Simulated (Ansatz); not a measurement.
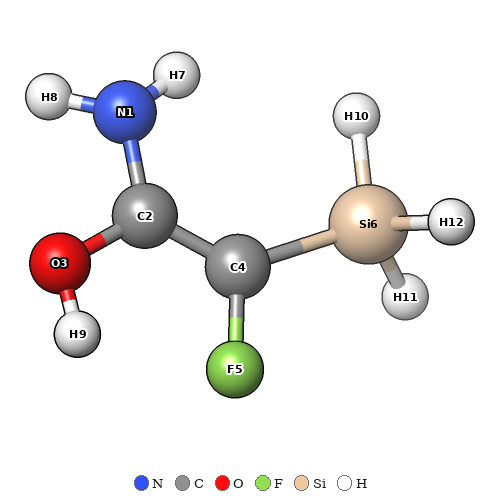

The system is C2H6FNOSi, SMILES NC(O)=C(F)[SiH3]; the picture shows the reference structure. First axis: dihedral N1–C2–C4–Si6. Second axis: dihedral N1–C2–O3–H9. Nothing is relaxed (all other coordinates rigid). Grid: 18 × 18 points. Points are written as (first, second). All energies are given in kcal/mol relative to the lowest grid point. Energies and slopes of some neighbouring points disagree (a jump in structure or state, or too coarse a mesh). The dihedral twists a double bond; near 90° a spin-restricted reference is unreliable. Level of theory: Ansatz, RHF/def2-SVP.

Its coordinates:

```yaml
atoms:
  - { symbol: N, position_ang: [-1.4607, 0.2225, 1.0405] }
  - { symbol: C, position_ang: [-0.2596, 0.7617, 0.6750] }
  - { symbol: O, position_ang: [-0.0099, 1.8910, 1.3252] }
  - { symbol: C, position_ang: [0.5901, 0.2765, -0.2483] }
  - { symbol: F, position_ang: [1.6858, 1.0864, -0.4544] }
  - { symbol: Si, position_ang: [0.5455, -1.2489, -1.3082] }
  - { symbol: H, position_ang: [-1.6321, -0.7282, 0.7909] }
  - { symbol: H, position_ang: [-1.7596, 0.4694, 1.9623] }
  - { symbol: H, position_ang: [0.8127, 2.2540, 1.0244] }
  - { symbol: H, position_ang: [-0.6270, -2.0614, -0.8952] }
  - { symbol: H, position_ang: [1.7760, -2.0539, -1.1307] }
  - { symbol: H, position_ang: [0.4157, -0.9242, -2.7479] }
```

Range: dihedral N1–C2–C4–Si6 from −180 to 160°; dihedral N1–C2–O3–H9 from −180 to 160°.

Question: What landscape does the calculation give?

Answer: The lowest grid point is at (0°, −180°). Other grid points that lie below all their neighbours: (−180°, −180°) (1.6 kcal/mol higher); (−180°, −60°) (4.3 kcal/mol higher); (0°, −40°) (9 kcal/mol higher). The highest grid point, (−100°, −80°), lies 81 kcal/mol above the lowest. At the lowest point F5···H9 is 2.08 Å, a hydrogen-bond distance.

```csv
"dihedral N1–C2–O3–H9 ↓, dihedral N1–C2–C4–Si6 →",−160,−120,−80,−40,0,40,80,120,160
140,11,48,62,20,4,24,68,39,7
100,13,54,73,27,10,29,77,47,10
60,12,50,77,30,12,29,75,52,12
20,12,49,70,28,12,29,71,48,12
−20,13,52,65,23,10,31,73,41,8
−60,12,56,68,22,9,32,80,42,7
−100,11,51,70,23,8,30,77,46,9
−140,8,44,63,19,3,24,65,42,8
−180,7,41,56,16,0,20,60,36,5
```

The table holds every second grid line.

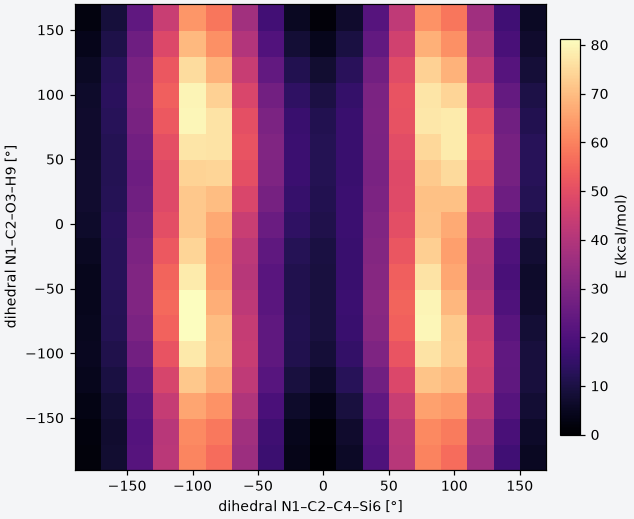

Drawn: one coloured cell a grid point.

Time for the 324 points that were run: 16 min on 1 thread of Arm Neoverse V2 (shared host).
